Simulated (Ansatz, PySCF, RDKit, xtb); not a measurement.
# CH5AlCl2O: ranking a sample of isomers, part 2 of 2

Which of a sample of isomers of CH5AlCl2O is the most stable in the gas at 298.15 K, and what are its properties? The sample is small against all isomers, and the most stable one of this formula need not be in it.

xtb, Ansatz and PySCF; isolated molecules.

### Step 13. The ranking

Energies in kcal/mol from c255b; G adds the thermal terms to the CCSD(T)/def2-SVP + MP2/def2-TZVPP - MP2/def2-SVP energy. The columns left of the relaxed level are at the tight-binding geometries.

```tsv
label	SMILES	spin	GFN2-xTB	HF/STO-3G	r2SCAN-D4/def2-SVP	PBE0-D4/def2-SVP	HF/def2-SVP	MP2/def2-SVP	CCSD(T)/def2-SVP + MP2/def2-TZVPP - MP2/def2-SVP	G	share at equilibrium	T1
c255b	[CH3][Al-]([OH2+])([Cl])[Cl]	singlet	0.0	0.0	0.0	0.0	0.0	0.0	0.0	0.0	100.0 %	0.008
c484a	C[OH+][AlH-]([Cl])[Cl]	singlet	-13.6	10.2	20.4	19.7	14.8	19.7	21.2	21.1	< 0.1 %	0.008
c782a	[OH2+][Al@H-]([Cl])[CH2]Cl	singlet	34.7	70.1	60.9	54.3	58.3	57.0	54.1	52.9	< 0.1 %	0.009
```

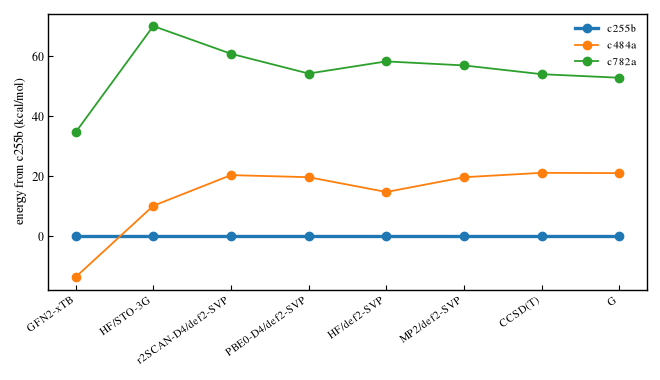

The finalists at each level, measured from c255b.

Lowest found: c255b, `[CH3][Al-]([OH2+])([Cl])[Cl]`, a singlet of point group Cs. Bond lengths: C1–Al2 1.935 Å, Al2–Cl3 2.146 Å, Al2–Cl4 2.146 Å, Al2–O5 1.991 Å, C1–H6 1.102 Å, C1–H7 1.102 Å, C1–H8 1.102 Å, O5–H9 0.972 Å, O5–H10 0.972 Å. Some angles: C1–Al2–Cl3 119.5°, C1–Al2–Cl4 119.5°, C1–Al2–O5 109.5°, Cl3–Al2–Cl4 113.8°, Cl3–Al2–O5 93.4°, Cl4–Al2–O5 93.4°, Al2–C1–H6 111.7°, Al2–C1–H7 111.7°, Al2–C1–H8 110.6°, Al2–O5–H9 106.5°.

```xyz
10

C    -1.1918   -0.5097    0.6841
Al    0.1118    0.8295    0.1840
Cl    1.3616    1.7018    1.6951
Cl   -0.3022    2.1431   -1.4622
O     1.6407   -0.0444   -0.7444
H    -1.5907   -1.0385   -0.1965
H    -0.7636   -1.2586    1.3696
H    -2.0467   -0.0439    1.2011
H     2.4397    0.1919   -0.2443
H     1.7173    0.3847   -1.6130
```

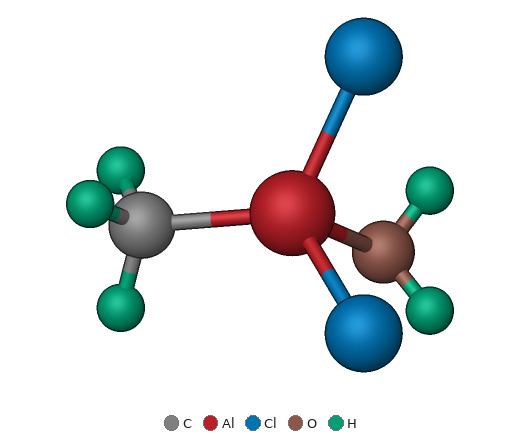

The lowest structure found, seen from a chosen angle (carbon grey, aluminium red, chlorine blue, oxygen brown, hydrogen teal).

### Step 14. Density, orbitals and dipole (PBE0/def2-TZVPD)

File input.yaml:

```yaml
crystal:
  periodic: [false, false, false]
  atoms:
    - {symbol: C, position_ang: [-1.191839, -0.509727, 0.684088]}
    - {symbol: Al, position_ang: [0.111759, 0.829451, 0.183983]}
    - {symbol: Cl, position_ang: [1.361644, 1.701847, 1.695066]}
    - {symbol: Cl, position_ang: [-0.302239, 2.143085, -1.462194]}
    - {symbol: O, position_ang: [1.640661, -0.044361, -0.744395]}
    - {symbol: H, position_ang: [-1.590744, -1.038506, -0.196470]}
    - {symbol: H, position_ang: [-0.763648, -1.258636, 1.369566]}
    - {symbol: H, position_ang: [-2.046746, -0.043896, 1.201082]}
    - {symbol: H, position_ang: [2.439706, 0.191903, -0.244313]}
    - {symbol: H, position_ang: [1.717345, 0.384743, -1.612957]}
basis:
  gaussian:
    orbitals: def2-TZVPD
hamiltonian:
  xc: {name: PBE0}
output: {forces: true, orbitals: {seedname: orbitals}}
```

On the command line:

```
ansatz run input.yaml --threads 2 --pin off --max-ram 5220MiB --events-out events.jsonl --progress --plain --runs-dir runs
```

What it wrote, cut to the lines that bear on the results:

```text
Warning: RAYON_NUM_THREADS=2 ignored (pool sized by the plan → 2); use --threads N
Functional definition: PBE0
  name "PBE0"
[...]
1523 factors; their error is unknown
[...]
mean field -34800.64485051 eV, -1278.9001095321 hartree, gradient 1.5e-5 eV, S^2 0.000000; 0 other end points of the search recorded, 0 dependent functions left out
[...]
reference -34800.64490776 eV, -1278.9001116357 hartree; 33, 33 occupied and 224, 224 virtual orbitals, 1523 factors
[...]
Atom 5 at    -1.590744    -1.038506    -0.196470 Å, force     0.100968     0.133497     0.220078 eV/Å
Atom 6 at    -0.763648    -1.258636     1.369566 Å, force    -0.106072     0.188398    -0.171669 eV/Å
Atom 7 at    -2.046746    -0.043896     1.201082 Å, force     0.205112    -0.127146    -0.126110 eV/Å
Atom 8 at     2.439706     0.191903    -0.244313 Å, force    -0.109994    -0.062065    -0.054444 eV/Å
Atom 9 at     1.717345     0.384743    -1.612957 Å, force    -0.024601    -0.085095     0.104648 eV/Å
Dipole moment:     0.487495    -0.519245    -0.329531 e Å
```

Wall time 12 s (2 threads of Arm Neoverse V1, shared host); peak memory 0.87 GiB.

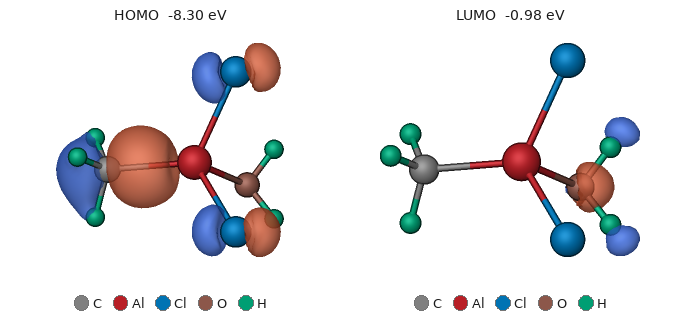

Frontier orbitals of this run, surfaces at ±0.2 Å^-3/2.

### Step 15. Frequencies after a tight-binding relaxation (GFN2-xTB)

File start.xyz:

```xyz
10
c255b
C     -1.191839    -0.509727     0.684088
Al     0.111759     0.829451     0.183983
Cl     1.361644     1.701847     1.695066
Cl    -0.302239     2.143085    -1.462194
O      1.640661    -0.044361    -0.744395
H     -1.590744    -1.038506    -0.196470
H     -0.763648    -1.258636     1.369566
H     -2.046746    -0.043896     1.201082
H      2.439706     0.191903    -0.244313
H      1.717345     0.384743    -1.612957
```

On the command line:

```
xtb start.xyz --gfn 2 --ohess tight
```

What it wrote, cut to the lines that bear on the results:

```text
[...]
         ::                     SUMMARY                     ::
         :::::::::::::::::::::::::::::::::::::::::::::::::::::
         :: total energy             -19.071178778531 Eh    ::
         :: gradient norm              0.000120753098 Eh/a0 ::
         :: HOMO-LUMO gap              6.566228109812 eV    ::
         ::.................................................::
         :: SCC energy               -19.183833090209 Eh    ::
         :: -> isotropic ES            0.074649370576 Eh    ::
         :: -> anisotropic ES          0.005862148618 Eh    ::
         :: -> anisotropic XC         -0.000601058035 Eh    ::
         :: -> dispersion             -0.006271142200 Eh    ::
         :: repulsion energy           0.112654311678 Eh    ::
         :: add. restraining           0.000000000000 Eh    ::
         :: total charge              -0.000000000000 e     ::
         :::::::::::::::::::::::::::::::::::::::::::::::::::::
[...]
          | TOTAL ENERGY              -19.071178778534 Eh   |
          | TOTAL ENTHALPY            -19.000591841138 Eh   |
          | TOTAL FREE ENERGY         -19.047647632730 Eh   |
          | GRADIENT NORM               0.000120599912 Eh/α |
[...]
```

It took 0.32 s on 2 threads of Arm Neoverse V1, shared host; peak memory 0.54 GiB.

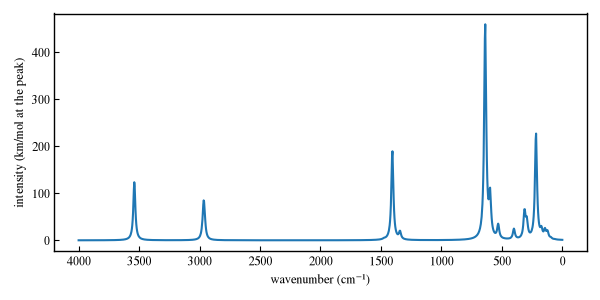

Harmonic infrared spectrum, unscaled, lines broadened by 10 cm⁻¹.

### Step 16. Electronic excitations (TD-PBE0/def2-SVPD)

An in-house driver calls PySCF's response routines at TD-PBE0/def2-SVPD; it has no typed input.

What it wrote:

```text
coarse grid: 10144 points
cycle   1  E = -1278.1588326881  dE =  1.677e-01  |g| = 6.082e-01  |ddm| = 3.985e+00
cycle   2  E = -1278.1396440124  dE =  1.919e-02  |g| = 6.992e-01  |ddm| = 1.631e+00
cycle   3  E = -1278.2436264882  dE = -1.040e-01  |g| = 7.760e-02  |ddm| = 8.185e-01
cycle   4  E = -1278.2448266845  dE = -1.200e-03  |g| = 2.203e-02  |ddm| = 1.334e-01
cycle   5  E = -1278.2449326143  dE = -1.059e-04  |g| = 5.356e-03  |ddm| = 3.217e-02
cycle   6  E = -1278.2449399418  dE = -7.327e-06  |g| = 1.177e-03  |ddm| = 1.037e-02
final grid: 84664 points
cycle   7  E = -1278.3880741784  dE = -1.926e-05  |g| = 6.864e-03  |ddm| = 4.524e-02
cycle   8  E = -1278.3880671443  dE =  7.034e-06  |g| = 8.924e-03  |ddm| = 1.698e-02
cycle   9  E = -1278.3880853577  dE = -1.821e-05  |g| = 5.344e-04  |ddm| = 8.669e-03
cycle  10  E = -1278.3880854135  dE = -5.579e-08  |g| = 1.112e-04  |ddm| = 6.442e-04
cycle  11  E = -1278.3880854159  dE = -2.391e-09  |g| = 4.503e-05  |ddm| = 2.323e-04
cycle  12  E = -1278.3880854164  dE = -5.211e-10  |g| = 5.419e-06  |ddm| = 8.368e-05
converged SCF energy = -1278.3880854164

Static polarisability (au): isotropic 71.802, principal 64.877 74.768 75.761

Singlet excitations
state   eV       nm        f      main configurations
  1   6.5757    188.5   0.07927   H->L 0.99
  2   6.8148    181.9   0.01343   H-1->L 0.99
  3   7.1361    173.7   0.00002   H-2->L 0.97
  4   7.3666    168.3   0.12155   H-3->L 0.91
  5   7.5926    163.3   0.11140   H->L+1 0.83
  6   7.6290    162.5   0.02117   H-4->L 0.89
  7   7.8796    157.3   0.02170   H-1->L+1 0.91
  8   8.2527    150.2   0.00585   H-2->L+1 0.42, H-5->L 0.38, H->L+2 0.13

Triplet excitations (Tamm-Dancoff, eV): 6.3881 6.7317 6.9692
```

Wall time 9.3 s (2 threads of Arm Neoverse V1, shared host); peak memory 0.63 GiB.

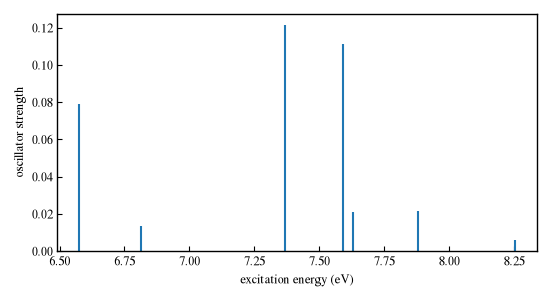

Vertical excitations as sticks.

The roots found:

```tsv
excited state	energy (eV)	strength
1	6.576	0.0793
2	6.815	0.0134
3	7.136	0.0000
4	7.367	0.1216
5	7.593	0.1114
6	7.629	0.0212
7	7.880	0.0217
8	8.253	0.0059
```

### Step 17. NMR shieldings (GIAO PBE0/pcSseg-1)

An in-house driver calls PySCF's response routines at GIAO PBE0/pcSseg-1; it has no typed input.

What it wrote:

```text
coarse grid: 10144 points
cycle   1  E = -1278.6229924894  dE =  2.144e-01  |g| = 6.497e-01  |ddm| = 2.678e+00
cycle   2  E = -1278.6062480319  dE =  1.674e-02  |g| = 7.460e-01  |ddm| = 1.053e+00
cycle   3  E = -1278.7158679407  dE = -1.096e-01  |g| = 7.211e-02  |ddm| = 5.242e-01
cycle   4  E = -1278.7168269983  dE = -9.591e-04  |g| = 2.910e-02  |ddm| = 8.018e-02
cycle   5  E = -1278.7169708965  dE = -1.439e-04  |g| = 4.246e-03  |ddm| = 2.328e-02
cycle   6  E = -1278.7169745961  dE = -3.700e-06  |g| = 1.873e-03  |ddm| = 5.574e-03
final grid: 84664 points
cycle   7  E = -1278.7516043035  dE = -2.470e-05  |g| = 8.295e-03  |ddm| = 1.425e-02
cycle   8  E = -1278.7515958078  dE =  8.496e-06  |g| = 1.022e-02  |ddm| = 1.204e-02
cycle   9  E = -1278.7516182218  dE = -2.241e-05  |g| = 7.454e-04  |ddm| = 6.823e-03
cycle  10  E = -1278.7516182875  dE = -6.573e-08  |g| = 2.424e-04  |ddm| = 5.129e-04
cycle  11  E = -1278.7516182994  dE = -1.184e-08  |g| = 4.425e-05  |ddm| = 1.726e-04
cycle  12  E = -1278.7516182997  dE = -3.606e-10  |g| = 1.178e-05  |ddm| = 4.452e-05
converged SCF energy = -1278.7516182997

GIAO shielding tensors (ppm)
atom      isotropic    diamagn.    paramagn.     s11        s22        s33       span
  0 C      195.604     252.610     -57.006    190.564    197.797    198.450      7.885
  1 Al     420.181     794.373    -374.192    351.942    396.053    512.547    160.604
  2 Cl     942.195    1149.410    -207.215    855.177    912.476   1058.931    203.754
  3 Cl     942.156    1149.572    -207.416    855.074    912.481   1058.915    203.841
  4 O      263.103     389.136    -126.034    215.644    284.185    289.478     73.834
  5 H       31.696      30.360       1.336     26.814     29.079     39.196     12.382
  6 H       31.697      30.116       1.581     26.816     29.079     39.195     12.379
  7 H       31.520      28.953       2.567     26.991     28.646     38.924     11.934
  8 H       27.821      29.054      -1.234     19.511     25.284     38.667     19.156
  9 H       27.818      29.167      -1.349     19.501     25.295     38.660     19.159
```

Wall time 6.3 s (2 threads of Arm Neoverse V1, shared host); peak memory 0.64 GiB.

Isotropic shieldings, averaged over atoms that the bond graph makes equivalent (absolute, not shifts):

```tsv
atoms	shielding (ppm)
C1	195.6
Al2	420.2
Cl3, Cl4	942.2
O5	263.1
H6, H7, H8	31.64
H9, H10	27.82
```

### Step 18. The cation at the same geometry (PBE0/def2-TZVPD)

Changes to input.yaml since step 14:

```diff
@@ -14,6 +14,5 @@
 basis:
-  gaussian:
-    orbitals: def2-TZVPD
-hamiltonian:
-  xc: {name: PBE0}
-output: {forces: true, orbitals: {seedname: orbitals}}
+  gaussian: {orbitals: def2-TZVPD}
+total_charge: 1
+magnetization: {spin_polarized: true, initial_magnetization: 1}
+hamiltonian: {xc: pbe0}
```

On the command line:

```
ansatz run input.yaml --threads 2 --pin off --max-ram 5220MiB --events-out events.jsonl --progress --plain --runs-dir runs
```

What it wrote, cut to the lines that bear on the results:

```text
Warning: RAYON_NUM_THREADS=2 ignored (pool sized by the plan → 2); use --threads N
Functional definition: PBE0
  name "PBE0"
[...]
1523 factors; their error is unknown
[...]
mean field -34790.38699275 eV, -1278.5231402123 hartree, gradient 1.4e-5 eV, S^2 0.758407; 7 other end points of the search recorded, 0 dependent functions left out
reference -34790.38704689 eV, -1278.5231422018 hartree; 33, 32 occupied and 224, 225 virtual orbitals, 1523 factors
Total energy: -34790.38704689 eV, -1278.5231422018 hartree
```

Run time: 48 s. Hardware: 2 threads of Arm Neoverse V1, shared host; peak memory 1.1 GiB.

Difference from the parent: 10.26 eV.

### Step 19. The anion at the same geometry (PBE0/def2-TZVPD)

Changes to input.yaml since step 18:

```diff
@@ -15,4 +15,5 @@
   gaussian: {orbitals: def2-TZVPD}
-total_charge: 1
+total_charge: -1
+scf: {lower_state_search: "off"}
+hamiltonian: {xc: pbe0}
 magnetization: {spin_polarized: true, initial_magnetization: 1}
-hamiltonian: {xc: pbe0}
```

On the command line:

```
ansatz run input.yaml --threads 2 --pin off --max-ram 5220MiB --events-out events.jsonl --progress --plain --runs-dir runs
```

What it wrote, cut to the lines that bear on the results:

```text
Warning: RAYON_NUM_THREADS=2 ignored (pool sized by the plan → 2); use --threads N
Functional definition: PBE0
  name "PBE0"
[...]
1523 factors; their error is unknown
[...]
mean field -34800.53281934 eV, -1278.8959924624 hartree, gradient 3.6e-6 eV, S^2 0.750318; 0 other end points of the search recorded, 0 dependent functions left out
reference -34800.53286076 eV, -1278.8959939846 hartree; 34, 33 occupied and 223, 224 virtual orbitals, 1523 factors
Total energy: -34800.53286076 eV, -1278.8959939846 hartree
Checks for a lower state left out: stability, starts, cluster_reference, orbital_swaps, neighbouring_geometries, increment
```

It took 13 s on 2 threads of Arm Neoverse V1, shared host; peak memory 0.95 GiB.

Parent less the species with the added electron: -0.11 eV. The extra electron isn't bound at this geometry, so the number measures the basis, not the molecule.

### Step 20. The triplet at the same geometry (PBE0/def2-TZVPD)

Changes to input.yaml since step 19:

```diff
@@ -15,5 +15,3 @@
   gaussian: {orbitals: def2-TZVPD}
-total_charge: -1
-scf: {lower_state_search: "off"}
+magnetization: {spin_polarized: true, initial_magnetization: 2}
 hamiltonian: {xc: pbe0}
-magnetization: {spin_polarized: true, initial_magnetization: 1}
```

On the command line:

```
ansatz run input.yaml --threads 2 --pin off --max-ram 5220MiB --events-out events.jsonl --progress --plain --runs-dir runs
```

What it wrote, cut to the lines that bear on the results:

```text
Warning: RAYON_NUM_THREADS=2 ignored (pool sized by the plan → 2); use --threads N
Functional definition: PBE0
  name "PBE0"
[...]
1523 factors; their error is unknown
[...]
mean field -34794.09084466 eV, -1278.6592542593 hartree, gradient 1.7e-5 eV, S^2 2.006640; 9 other end points of the search recorded, 0 dependent functions left out
reference -34794.09089032 eV, -1278.6592559372 hartree; 34, 32 occupied and 223, 225 virtual orbitals, 1523 factors
Total energy: -34794.09089032 eV, -1278.6592559372 hartree
```

Run time: 64 s. Hardware: 2 threads of Arm Neoverse V1, shared host; peak memory 1.3 GiB.

It lies 6.55 eV above the singlet.

### Step 21. Outcome

The summary covers parts 1 to 2.

| quantity | value |
| --- | --- |
| lowest structure found | [CH3][Al-]([OH2+])([Cl])[Cl], singlet, Cs |
| next finalist | C[OH+][AlH-]([Cl])[Cl], singlet, 21.1 kcal/mol higher in G |
| share at equilibrium, among the finalists | 100.0 % |
| funnel | 10 starts, 7 minima at GFN2-xTB, 7 screening runs, 1 rescued, 3 relaxed, 3 ranked |
| CPU time of all runs | 25 min |
| harmonic wavenumbers, lowest and highest (PBE0-D4/def2-SVP) | 88 and 3839 cm⁻¹ |
| rotational constants, same geometry | 0.08055, 0.05391, 0.04675 cm⁻¹ |
| dipole moment (PBE0/def2-TZVPD) | 3.77 D |
| HOMO energy (PBE0/def2-TZVPD) | -8.30 eV |
| LUMO energy (PBE0/def2-TZVPD) | -0.98 eV |
| HOMO–LUMO gap (PBE0/def2-TZVPD) | 7.33 eV |
| lowest excitation (TD-PBE0/def2-SVPD) | 6.58 eV (f = 0.079) |
| strongest of the states computed, same level | 7.37 eV (f = 0.122) |
| lowest triplet excitation, same level, Tamm-Dancoff | 6.39 eV |
| vertical ionisation energy | 10.26 eV |
| vertical electron affinity | -0.11 eV (unbound: the value depends on the basis) |
| vertical triplet less singlet | +6.55 eV |

**Reading.** `[CH3][Al-]([OH2+])([Cl])[Cl]` comes out lowest. The margin of 21.1 kcal/mol over the next finalist is beyond the usual error of the last level; it says nothing of structures that weren't ranked. HF/STO-3G, r2SCAN-D4/def2-SVP, PBE0-D4/def2-SVP, HF/def2-SVP and MP2/def2-SVP already put its bonding pattern lowest among the structures in one piece; GFN2-xTB favours the singlet C[OH+][AlH-]([Cl])[Cl]. The largest share of the time went into the vibrations (44 %). Lowest found is not proven lowest: the search is finite, and each finalist counts with one conformer. Only 5 drawn patterns were tried, so whole families of isomers are missing, and the result ranks this sample alone.
